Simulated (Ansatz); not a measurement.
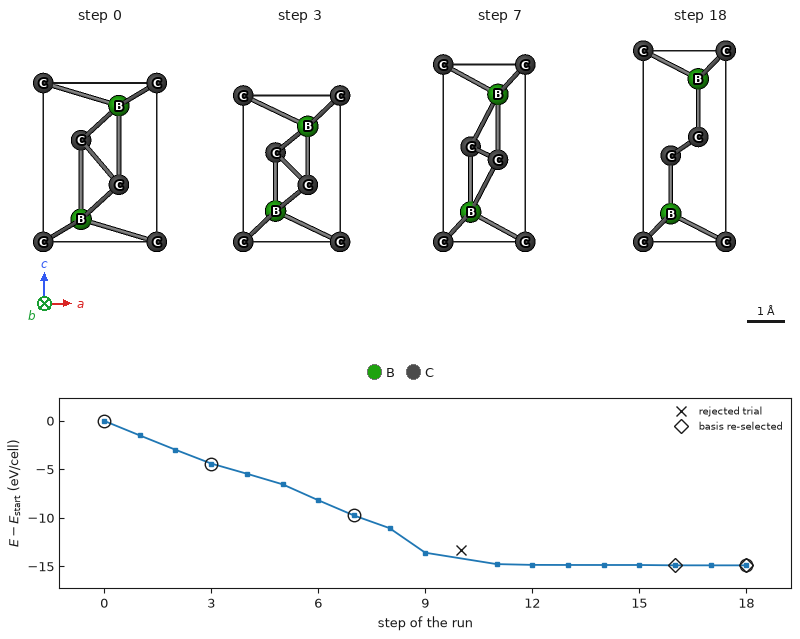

Frames of a relaxation of a crystal of B₂C₃ (a generated structure, set up in P-3m1) (coarse preliminary run), marked on the history of the run. A ball-and-stick model of the cell of the calculation, seen along the b axis.

Computed with DFT PBE, scalar-relativistic, plane waves, PAW in Ansatz.

Input file:
```yaml
crystal:
  lattice:
    - [3.58039729, 0.0, 0.0]
    - [-1.79019865, 3.10071501, 0.0]
    - [0.0, 0.0, 4.34272033]
  atoms:
    - { symbol: B, position: [0.66666667, 0.33333333, 0.85756034] }
    - { symbol: B, position: [0.33333333, 0.66666667, 0.14243966] }
    - { symbol: C, position: [0.66666667, 0.33333333, 0.36004052] }
    - { symbol: C, position: [0.33333333, 0.66666667, 0.63995948] }
    - { symbol: C, position: [0.0, 0.0, 0.0] }
basis:
  ecutwfc: 420
kpoints:
  mp_grid: { grid: [6, 6, 4] }
hamiltonian:
  xc: pbe
scf:
  occupations: { method: gaussian, width: 0.1 }
  lower_state_search: "off"
output:
  forces: true
  stress: true
  eigenvalues: true
relax:
  adjacent_minimum: "off"
  f_tol: 0.04
  max_steps: 70
  cell: { stress_tol: 0.4 }
```

Run as
```bash
ansatz run input.yaml --threads 1 --pin off --max-ram 2560MiB --backend cpu --events-out ev --progress --plain --runs-dir out
```

**Describe the path.**

The largest moves relative to the cell, 0.99 Å, are those of C3 and C4. C3 goes along +c. Largest moves by element: C 0.99 Å, B 0.03 Å. Cell: a = b 3.580 → 2.603 Å (−27.3 %), c 4.343 → 5.227 Å (+20.4 %). Volume −36.4 %. Among the contacts that change: B1–C3 2.182 → 3.639 Å, C3–C4 2.398 → 1.587 Å, B1–C3 (another image) 2.161 → 1.588 Å, B1–C5 2.158 → 1.689 Å. The space group stays P-3m1 (No. 164). The energy falls by 14.882 eV per cell of the calculation in 15 accepted moves (18 points after the start). Largest force component: 0.96 eV/Å at the start, 0.0044 eV/Å at the end. The pressure goes from −34.71 to 0.11 GPa. The line search rejected the trial step at point 10 of the run. The SCF was repeated twice at an unchanged geometry on a basis and grid sized afresh for the cell, which shifted the energy by 35.3 meV per cell of the calculation at most. The run took 47 s on 1 thread of Intel(R) Xeon(R) Processor @ 2.50GHz (Skylake/Cascade Lake), on a shared host, peak memory 0.33 GiB. From step 0 to 3: B atoms move most (0.27 Å), volume −33.0 %, energy −4.394 eV per cell of the calculation. From step 3 to 7: C atoms move most (0.36 Å), volume −12.9 %, energy −5.347 eV per cell of the calculation. From step 7 to 18: C atoms move most (0.45 Å), volume +9.0 %, energy −5.142 eV per cell of the calculation.
